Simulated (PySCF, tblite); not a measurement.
**C₆H₁₅NSi: geometry, infrared bands and NMR shifts**

Aim: predict the infrared bands and NMR shifts of C₆H₁₅NSi (`C=CN(C[SiH3])C(C)C`).

Computed with tblite 0.8.0 and PySCF 2.14.0, with density-fitted response routines of our own, on a single molecule in the gas phase. Atoms are numbered from 0 throughout.

**1. Starting geometry**

23 atoms, charge 0, multiplicity 1; geometry from: force field or distance geometry start.

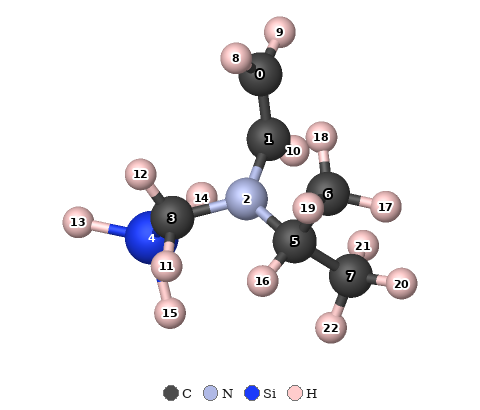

As it starts; carbon dark grey, nitrogen light blue, silicon blue, hydrogen pink, atoms numbered.

**2. Relaxing the molecule with GFN2-xTB**

Job settings and geometry (Å):

```
{"job": {"kind": "relax", "xc": "GFN2-xTB", "basis": "xTB"}, "charge": 0, "multiplicity": 1}
C      0.171600     2.467400     0.040900
C      0.323200     1.273700     0.510700
N      0.170300     0.076000    -0.239900
C      1.230400    -0.326300    -1.144300
Si     2.723000    -0.589800    -0.028500
C     -1.032300    -0.749600    -0.181900
C     -2.203800     0.097000    -0.599600
C     -1.260200    -1.309500     1.201700
H     -0.114300     2.690300    -0.988400
H      0.311500     3.321100     0.717200
H      0.607500     1.134100     1.561000
H      0.905700    -1.291900    -1.632400
H      1.408200     0.447900    -1.892500
H      3.993700    -0.321500    -0.704800
H      2.564500     0.257900     1.185400
H      2.627800    -1.991200     0.457300
H     -0.929200    -1.560300    -0.944800
H     -3.018600    -0.109900     0.146600
H     -1.978700     1.178800    -0.583400
H     -2.587000    -0.255500    -1.581700
H     -2.348800    -1.462900     1.427900
H     -0.834500    -0.668200     2.007200
H     -0.734900    -2.280500     1.276100
```

Command:

```bash
OMP_NUM_THREADS=1 python probes_run.py task.json out
```

One launch serves the whole session: the jobs run in the order shown.

Output:

```text
step      E/eV     max force
  0    -682.34871    2.590
  1    -682.52716    2.373
  2    -682.61964    0.665
  3    -682.66709    0.571
  4    -682.71506    0.555
  5    -682.73561    0.300
  6    -682.75731    0.315
  7    -682.77569    0.330
  8    -682.79071    0.229
  9    -682.80285    0.200
 10    -682.81619    0.289
 11    -682.83168    0.314
 12    -682.84843    0.291
 13    -682.86419    0.304
 14    -682.87763    0.267
 15    -682.88955    0.262
 16    -682.90125    0.273
 17    -682.91219    0.211
 18    -682.92200    0.184
 19    -682.93178    0.214
 20    -682.94350    0.284
 21    -682.96063    0.355
 22    -682.98532    0.416
 23    -683.01689    0.415
 24    -683.05231    0.483
 25    -683.08682    0.415
 26    -683.11734    0.456
 27    -683.11634    0.881
 28    -683.16042    0.347
 29    -683.18553    0.289
 30    -683.23139    0.454
 31    -683.24990    0.407
 32    -683.28844    0.379
 33    -683.30646    0.323
 34    -683.32395    0.483
 35    -683.34638    0.371
 36    -683.38676    0.278
 37    -683.40163    0.309
 38    -683.41638    0.323
 39    -683.42903    0.255
 40    -683.43877    0.206
 41    -683.45067    0.193
 42    -683.45492    0.156
 43    -683.46148    0.161
 44    -683.46624    0.194
 45    -683.47297    0.211
 46    -683.47988    0.238
 47    -683.48694    0.183
 48    -683.49370    0.215
 49    -683.50095    0.186
 50    -683.50916    0.195
 51    -683.51771    0.196
 52    -683.52512    0.200
 53    -683.53182    0.225
 54    -683.53951    0.249
 55    -683.54836    0.263
 56    -683.55580    0.208
 57    -683.56224    0.185
 58    -683.56688    0.163
 59    -683.57148    0.177
 60    -683.57575    0.116
 61    -683.57856    0.138
 62    -683.58051    0.118
 63    -683.58239    0.093
 64    -683.58441    0.100
 65    -683.58637    0.121
 66    -683.58811    0.120
 67    -683.58980    0.097
 68    -683.59148    0.090
 69    -683.59293    0.089
 70    -683.59408    0.064
 71    -683.59506    0.073
 72    -683.59599    0.056
 73    -683.59675    0.048
 74    -683.59724    0.041
 75    -683.59767    0.044
 76    -683.59814    0.044
 77    -683.59867    0.050
 78    -683.59919    0.048
 79    -683.59967    0.047
 80    -683.60013    0.044
 81    -683.60061    0.044
 82    -683.60109    0.059
 83    -683.60151    0.052
 84    -683.60182    0.037
 85    -683.60205    0.036
 86    -683.60226    0.042
 87    -683.60254    0.041
 88    -683.60289    0.044
 89    -683.60328    0.035
 90    -683.60363    0.039
 91    -683.60392    0.040
 92    -683.60419    0.037
 93    -683.60449    0.034
 94    -683.60481    0.033
 95    -683.60507    0.031
 96    -683.60526    0.027
 97    -683.60540    0.030
 98    -683.60555    0.028
 99    -683.60570    0.025
100    -683.60585    0.028
101    -683.60605    0.031
102    -683.60635    0.044
103    -683.60677    0.047
104    -683.60723    0.043
105    -683.60762    0.054
106    -683.60796    0.045
107    -683.60835    0.045
108    -683.60883    0.043
109    -683.60922    0.033
110    -683.60947    0.035
111    -683.60964    0.029
112    -683.60980    0.031
113    -683.60996    0.029
114    -683.61008    0.024
115    -683.61019    0.024
116    -683.61030    0.022
117    -683.61045    0.030
118    -683.61063    0.031
119    -683.61079    0.021
120    -683.61089    0.019
121    -683.61095    0.016
122    -683.61102    0.017
123    -683.61109    0.019
124    -683.61117    0.019
125    -683.61124    0.019
126    -683.61129    0.018
127    -683.61132    0.015
128    -683.61136    0.011
129    -683.61139    0.012
130    -683.61143    0.017
131    -683.61147    0.021
132    -683.61151    0.022
133    -683.61157    0.019
134    -683.61163    0.021
135    -683.61170    0.025
136    -683.61178    0.023
137    -683.61186    0.017
138    -683.61192    0.018
139    -683.61197    0.015
140    -683.61203    0.014
141    -683.61208    0.012
142    -683.61212    0.014
143    -683.61215    0.012
144    -683.61217    0.009
```

Run time: 1.3 s. Hardware: 1 thread of Arm Neoverse V1, shared host.

Step by step: (not every step is listed)

```
step  energy from step 0 (eV)  largest force (eV/Å)
   0                   0.0000                2.5898
   1                  -0.1784                2.3725
   2                  -0.2709                0.6647
   3                  -0.3184                0.5705
   4                  -0.3664                0.5550
   5                  -0.3869                0.2998
   6                  -0.4086                0.3149
   7                  -0.4270                0.3298
   8                  -0.4420                0.2288
  21                  -0.6119                0.3547
  34                  -0.9752                0.4828
  47                  -1.1382                0.1832
  60                  -1.2270                0.1162
  73                  -1.2480                0.0484
  86                  -1.2536                0.0417
  99                  -1.2570                0.0253
 112                  -1.2611                0.0311
 125                  -1.2625                0.0187
 138                  -1.2632                0.0177
 139                  -1.2633                0.0147
 140                  -1.2633                0.0143
 141                  -1.2634                0.0116
 142                  -1.2634                0.0144
 143                  -1.2634                0.0122
 144                  -1.2635                0.0090
```

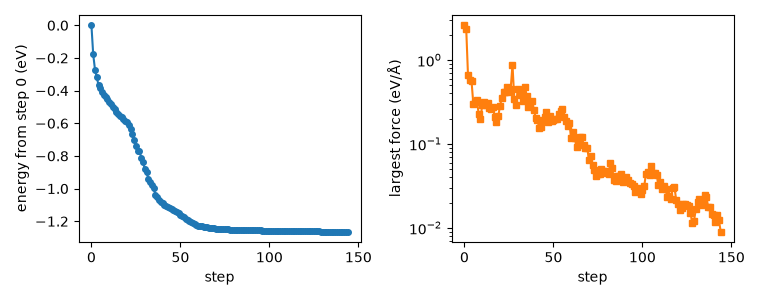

Energy and largest force along the relaxation.

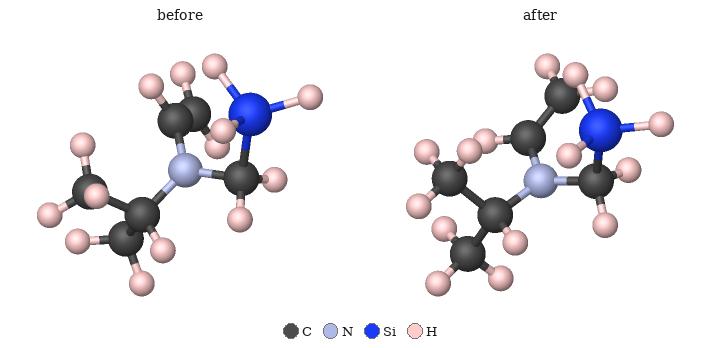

The geometry before (left) and after (right).

Close pairs (by a distance rule), those that changed most:

| bond | before (Å) | after (Å) | change (Å) |
| --- | --- | --- | --- |
| C1–N2 | 1.422 | 1.368 | -0.054 |
| C0–C1 | 1.292 | 1.333 | +0.041 |
| C6–H17 | 1.124 | 1.087 | -0.037 |
| C3–H11 | 1.130 | 1.094 | -0.036 |
| C3–Si4 | 1.882 | 1.917 | +0.035 |
| C7–H20 | 1.122 | 1.087 | -0.035 |
| Si4–H14 | 1.489 | 1.460 | -0.029 |
| C5–C6 | 1.505 | 1.533 | +0.028 |

The next job starts from the end point, and lists it.

**3. Vibrational analysis with GFN2-xTB**

Job settings and geometry (Å):

```
{"job": {"kind": "ir", "xc": "GFN2-xTB", "basis": "xTB"}, "charge": 0, "multiplicity": 1}
C      0.833117     2.468320     0.222628
C     -0.098561     1.515468     0.222132
N     -0.081623     0.325478    -0.452840
C      1.094478    -0.051409    -1.204780
Si     2.507950    -0.789461    -0.139888
C     -1.029011    -0.715392    -0.103906
C     -2.453538    -0.319014    -0.507107
C     -0.968203    -1.100899     1.378056
H      1.771029     2.390129    -0.295327
H      0.661911     3.384154     0.757656
H     -1.010514     1.681385     0.779193
H      0.786543    -0.766274    -1.973341
H      1.442623     0.835326    -1.738973
H      3.725903    -0.823675    -0.950098
H      2.693753     0.015624     1.063534
H      2.145344    -2.157835     0.244890
H     -0.748100    -1.595571    -0.693585
H     -3.124382    -1.164348    -0.375423
H     -2.818322     0.506471     0.098215
H     -2.474847    -0.014859    -1.550866
H     -1.618980    -1.951459     1.566424
H     -1.289846    -0.275053     2.007629
H      0.048524    -1.370122     1.655858
```

Output:

```text
mode    cm-1     km/mol
  1      46.3      0.18
  2      72.0      0.57
  3      95.8      0.60
  4     138.4      0.42
  5     152.9      0.45
  6     181.4      0.64
  7     205.6      0.17
  8     240.1      0.83
  9     269.6      4.81
 10     326.7      0.13
 11     365.8      3.16
 12     408.2     12.32
 13     491.9      4.09
 14     505.7     21.23
 15     525.4     31.00
 16     594.0     13.96
 17     623.0      7.15
 18     703.4     15.35
 19     760.1     47.49
 20     770.6     33.48
 21     777.5     67.55
 22     790.3    343.11
 23     806.1    192.36
 24     815.2    131.78
 25     927.6      1.79
 26     936.9      3.16
 27     965.6      0.36
 28     984.6      9.52
 29    1024.3      0.75
 30    1080.1      1.40
 31    1127.3     13.70
 32    1132.1     19.00
 33    1173.9     29.34
 34    1243.7     21.86
 35    1273.7     14.12
 36    1293.5     63.28
 37    1304.7     10.61
 38    1340.2     15.40
 39    1383.2     14.34
 40    1398.4      7.13
 41    1414.0     12.82
 42    1435.9     47.12
 43    1484.0     11.80
 44    1488.3      0.29
 45    1490.5      0.73
 46    1497.7      2.68
 47    1501.5      1.86
 48    1700.2    248.62
 49    2237.3    314.36
 50    2268.6    316.15
 51    2302.9    247.84
 52    2924.0     19.08
 53    2937.0     65.01
 54    2959.8     25.66
 55    3033.7     14.64
 56    3034.9     17.23
 57    3039.4     43.53
 58    3039.7     47.04
 59    3044.0     27.74
 60    3046.7     19.99
 61    3064.1     52.32
 62    3128.0     20.91
 63    3147.6     74.27
```

It took 1.1 s on 1 thread of Arm Neoverse V1, shared host.

Which atoms move in the most intense modes:

```csv
cm⁻¹,km/mol,atoms
790,343.1,"H15 36 %, H13 23 %, H14 22 %"
806,192.4,"H15 56 %, H14 21 %, H13 17 %"
815,131.8,"C3 23 %, H12 18 %, H11 15 %"
1700,248.6,"C1 55 %, C0 34 %"
2237,314.4,H15 96 %
2269,316.1,H13 97 %
2303,247.8,H14 96 %
3148,74.3,"H9 50 %, H8 40 %"
```

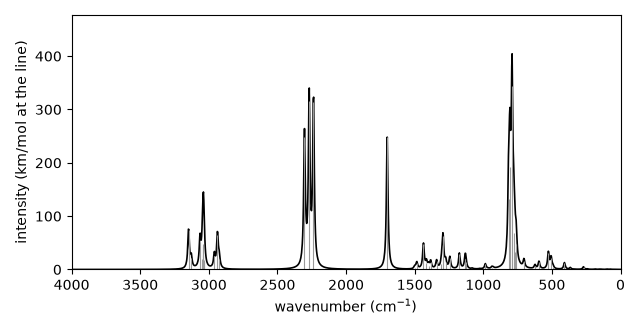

The infrared spectrum from these modes, unscaled. Lines are broadened to a width of 14 cm⁻¹ (Lorentzian).

**4. NMR shieldings: PBE0/pcSseg-1**

Same as in step 3 but for these lines:

```diff
@@ -1,2 +1,2 @@
-{"job": {"kind": "ir", "xc": "GFN2-xTB", "basis": "xTB"}, "charge": 0, "multiplicity": 1}
+{"job": {"kind": "nmr", "xc": "PBE0", "basis": "pcSseg-1"}, "charge": 0, "multiplicity": 1}
 C      0.833117     2.468320     0.222628
```

With the program's defaults for keys left out, this is: GIAO PBE0/pcSseg-1 NMR shielding, non-relativistic, gas phase.

Output:

```text
coarse grid: 18504 points
cycle   1  E = -581.2333344249  dE =  7.182e-01  |g| = 4.813e-01  |ddm| = 4.098e+00
cycle   2  E = -581.2169857781  dE =  1.635e-02  |g| = 5.497e-01  |ddm| = 9.088e-01
cycle   3  E = -581.2937489521  dE = -7.676e-02  |g| = 9.973e-02  |ddm| = 5.090e-01
cycle   4  E = -581.2957717681  dE = -2.023e-03  |g| = 4.270e-02  |ddm| = 1.316e-01
cycle   5  E = -581.2962097122  dE = -4.379e-04  |g| = 5.447e-03  |ddm| = 4.424e-02
cycle   6  E = -581.2962154859  dE = -5.774e-06  |g| = 2.525e-03  |ddm| = 7.634e-03
final grid: 170752 points
cycle   7  E = -581.3436694053  dE = -5.751e-05  |g| = 1.009e-02  |ddm| = 4.434e-02
cycle   8  E = -581.3436552987  dE =  1.411e-05  |g| = 1.266e-02  |ddm| = 2.214e-02
cycle   9  E = -581.3436947921  dE = -3.949e-05  |g| = 1.969e-03  |ddm| = 1.325e-02
cycle  10  E = -581.3436956527  dE = -8.606e-07  |g| = 4.004e-04  |ddm| = 1.925e-03
cycle  11  E = -581.3436956861  dE = -3.343e-08  |g| = 1.418e-04  |ddm| = 3.945e-04
cycle  12  E = -581.3436956907  dE = -4.587e-09  |g| = 3.581e-05  |ddm| = 1.436e-04
cycle  13  E = -581.3436956910  dE = -3.233e-10  |g| = 5.245e-06  |ddm| = 4.399e-05
converged SCF energy = -581.3436956910

GIAO shielding tensors (ppm)
atom      isotropic    diamagn.    paramagn.     s11        s22        s33       span
  0 C      104.345     256.206    -151.861     23.871    115.870    173.293    149.422
  1 C       48.649     256.020    -207.371    -62.222     61.159    147.010    209.232
  2 N      174.315     332.991    -158.676    122.855    178.084    222.005     99.150
  3 C      151.527     250.350     -98.823    128.385    135.935    190.261     61.875
  4 Si     442.559     881.030    -438.471    422.361    440.367    464.949     42.587
  5 C      130.105     244.565    -114.460    112.425    114.181    163.710     51.285
  6 C      162.991     247.475     -84.483    141.630    159.951    187.392     45.762
  7 C      160.854     250.327     -89.473    144.008    154.318    184.236     40.228
  8 H       28.305      33.926      -5.621     25.294     26.234     33.388      8.094
  9 H       27.792      30.354      -2.562     25.302     26.090     31.983      6.681
 10 H       25.525      34.466      -8.941     21.743     24.286     30.546      8.803
 11 H       29.011      32.541      -3.531     23.678     28.903     34.452     10.774
 12 H       28.497      32.706      -4.208     24.476     26.967     34.050      9.574
 13 H       28.146      29.344      -1.198     24.456     25.457     34.524     10.068
 14 H       27.460      30.537      -3.077     23.267     27.652     31.462      8.195
 15 H       28.035      30.522      -2.487     24.181     27.528     32.395      8.214
 16 H       28.796      34.539      -5.743     24.948     29.777     31.663      6.715
 17 H       30.730      29.811       0.919     26.354     28.113     37.723     11.368
 18 H       30.401      31.312      -0.911     26.574     29.636     34.993      8.418
 19 H       30.438      30.648      -0.209     26.091     28.528     36.696     10.604
 20 H       30.694      31.026      -0.332     26.428     27.980     37.675     11.247
 21 H       30.557      32.667      -2.110     27.239     29.612     34.820      7.581
 22 H       30.527      32.880      -2.354     25.575     30.492     35.512      9.937
```

It took 51 s on 1 thread of Arm Neoverse V1, shared host; peak memory 1.1 GiB.

The references, computed at this level on geometries of the same kind, shield at (ppm): 1H TMS 31.72, 13C TMS 186.9, 29Si TMS 349.2, 15N NH3 267.7. Their shielding less the atom's gives the shift. The references are single molecules in the gas phase, so shifts against H2O, NH3, PH3, H3PO4 or CFCl3 are not on the usual liquid scales and can be off by tens of ppm. Atoms listed in one row are averaged.

| atoms | environment | σ (ppm) | δ (ppm) | δ scaled to CDCl3 |
| --- | --- | --- | --- | --- |
| C1 | alkene carbon bearing nitrogen | 48.6 | 138.3 | 133.0 |
| C0 | β carbon of an enol-ether or enamine type C=C | 104.3 | 82.6 | 78.7 |
| C5 | sp3 CH bonded to N | 130.1 | 56.8 | 53.5 |
| C3 | sp3 CH2 bonded to N and Si | 151.5 | 35.4 | 32.6 |
| C6, C7 | methyl carbon | 161.9 | 25.0 | 22.5 |
| H10 | hydrogen on an alkene carbon bearing nitrogen | 25.53 | 6.19 | 5.94 |
| H9 | hydrogen on a β carbon of an enol-ether or enamine type C=C | 27.79 | 3.92 | 3.81 |
| H13, H14, H15 | hydrogen on a silicon bonded to C | 27.88 | 3.84 | – |
| H8 | hydrogen on a β carbon of an enol-ether or enamine type C=C | 28.31 | 3.41 | 3.32 |
| H11, H12 | hydrogen on an sp3 CH2 bonded to N and Si | 28.75 | 2.96 | 2.90 |
| H16 | hydrogen on an sp3 CH bonded to N | 28.80 | 2.92 | 2.86 |
| H17, H18, H19, H20, H21, H22 | hydrogen on a methyl carbon | 30.56 | 1.16 | 1.20 |
| N2 | enamine nitrogen | 174.3 | 93.4 | – |
| Si4 | silicon bonded to C, 3 H | 442.6 | -93.4 | – |

The scaled column applies a straight-line fit of computed shieldings to shifts measured in CDCl3 (root-mean-square error 0.16 ppm for H, 1.9 ppm for C).

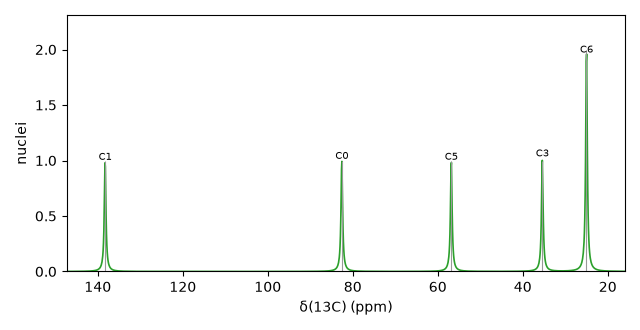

13C lines at the computed shifts, without couplings. Lines are broadened to a width of 0.45 ppm (Lorentzian).

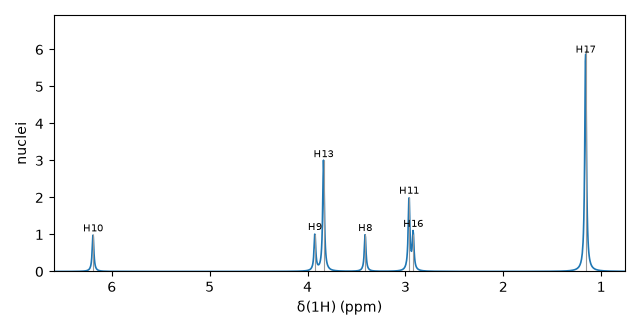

1H lines at the computed shifts, without couplings. Lines are broadened to a width of 0.02 ppm (Lorentzian).

Charges from the same density, by scheme (e):

```
 atoms  Mulliken    IAO  Hirshfeld  ESP fit
    C0     -0.27  -0.45      -0.18    -0.73
    C1      0.08  -0.04       0.00     0.05
    N2     -0.60  -0.18      -0.05    -0.24
    C3     -0.28  -0.42      -0.10    -0.23
   Si4      0.45   0.56       0.30     0.33
    C5     -0.17   0.01       0.03     0.46
C6, C7     -0.20  -0.42      -0.12    -0.56
```

Mulliken charges:

C0 -0.27; C1 0.08; N2 -0.60; C3 -0.28; Si4 0.45; C5 -0.17; C6 -0.19; C7 -0.21; H8 0.11; H9 0.11; H10 0.11; H11 0.14; H12 0.15; H13 -0.09; H14 -0.05; H15 -0.09; H16 0.11; H17 0.11; H18 0.11; H19 0.12; H20 0.11; H21 0.11; H22 0.13

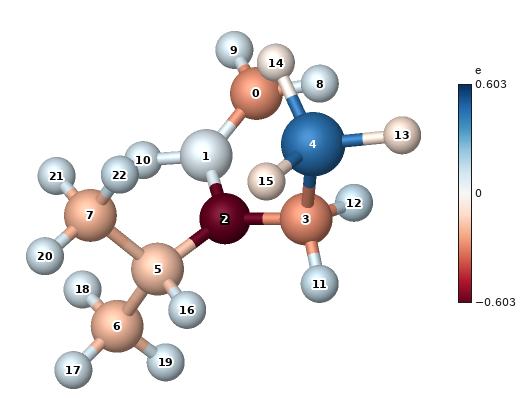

Mulliken charges, as colours on the atoms.

Mayer bond orders: C0–C1 1.86, C1–N2 1.08, N2–C3 0.95, C3–Si4 0.90, N2–C5 0.92, C5–C6 1.04, C5–C7 1.03.

**5. Outcome**

| quantity | value |
| --- | --- |
| strongest single infrared mode (GFN2-xTB) | 790 cm⁻¹, 343 km/mol |
| zero-point energy (GFN2-xTB) | 120.8 kcal/mol |
| 13C shifts against TMS (PBE0/pcSseg-1, means over atoms taken as alike) | 138.3, 82.6, 56.8, 35.4, 25.0 ppm |
| 1H shifts against TMS (PBE0/pcSseg-1, means over atoms taken as alike) | 6.19, 3.92, 3.84, 3.41, 2.96, 2.92, 1.16 ppm |
| 15N shifts against NH3 (PBE0/pcSseg-1) | 93.4 ppm |
| 29Si shifts against TMS (PBE0/pcSseg-1) | -93.4 ppm |

**Reading.** Over 144 steps the energy fell by 1.263 eV; of the close pairs, C1–N2 changed most, 1.422 to 1.368 Å. No mode is imaginary among the 63: a minimum at this level. The strongest single mode, at 790 cm⁻¹, has its largest shares on H15, H13 and H14 (the list is cut at 3 atoms). Unscaled tight-binding wavenumbers are off by several per cent, some by more. Its intensities can rank the bands wrongly. The most deshielded carbon is C1 (alkene carbon bearing nitrogen), at 138.3 ppm: an sp2 carbon further deshielded by the attached heteroatom. The most deshielded hydrogen is H10 (hydrogen on an alkene carbon bearing nitrogen), at 6.19 ppm: olefinic region. At PBE0/pcSseg-1: Shielding is most anisotropic at C1 (span 209 ppm, paramagnetic term -207 ppm).
